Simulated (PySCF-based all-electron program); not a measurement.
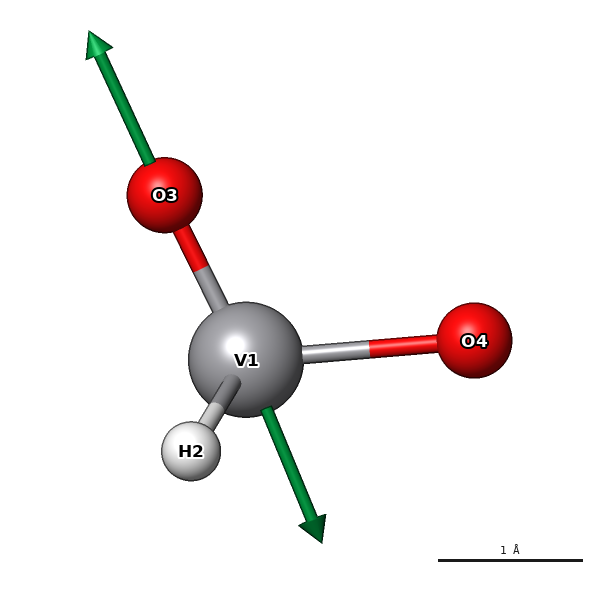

Arrows show the forces on the atoms, 0.03 Å of arrow for 1 eV/Å; forces under a tenth of the largest aren't drawn. The species is neutral and a spin singlet. Level of theory: PBE, all-electron, scalar-relativistic (Koelling-Harmon), large uncontracted Gaussian sets (PySCF-based all-electron program).

### Along which bond is the force strongest?

V1–O3, now 1.280 Å: the forces push its atoms apart, so a first step downhill lengthens it.

List the force components in the frame of the picture (x right, y up, z towards the viewer), in eV/Å.

```
atom      Fx      Fy     Fz
  V1   13.07  −31.61  −2.65
  H2   −0.42   −0.49   0.89
  O3  −14.36   31.16   1.75
  O4    1.71    0.94   0.01
```
